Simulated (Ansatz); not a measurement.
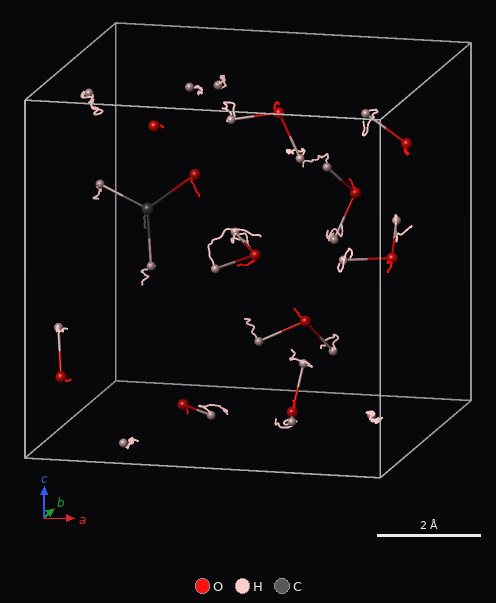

Molecular dynamics of a periodic cell with 10 H2O + 1 H2CO at 0.967 g/cm³, 55 fs long. Lines trace each atom's path, in the colour of its element; spheres stand at the starting positions. Seen slightly off an axis in the simulation cell.

These are results of DFT PBE, scalar-relativistic, plane waves, PAW in Ansatz 0.2.0, not measurements. Run with plane-wave cutoff 420 eV; k-point mesh 1 × 1 × 1; Fermi-Dirac smearing 0.05 eV; Langevin thermostat (NVT); set temperature 500 K; time step 0.5 fs; friction 0.02 per fs.

Question: What do the traces tell about the motion?

Answer: Root-mean-square distances from the starting positions over the second half, with the common drift of all atoms taken out: H 0.40 Å, C 0.27 Å, O 0.27 Å. The heavy atoms stay within a fraction of a molecule's size of their starting places; so short a run doesn't tell a liquid from a solid. Over the second half the temperature averages 501 K (spread ±45 K). The potential energy in the second half lies on average 41.2 meV per atom above the first frame.

Limits of the set-up: the periodic images lie only 7.1 Å apart, so the values are limited by the cell's size.
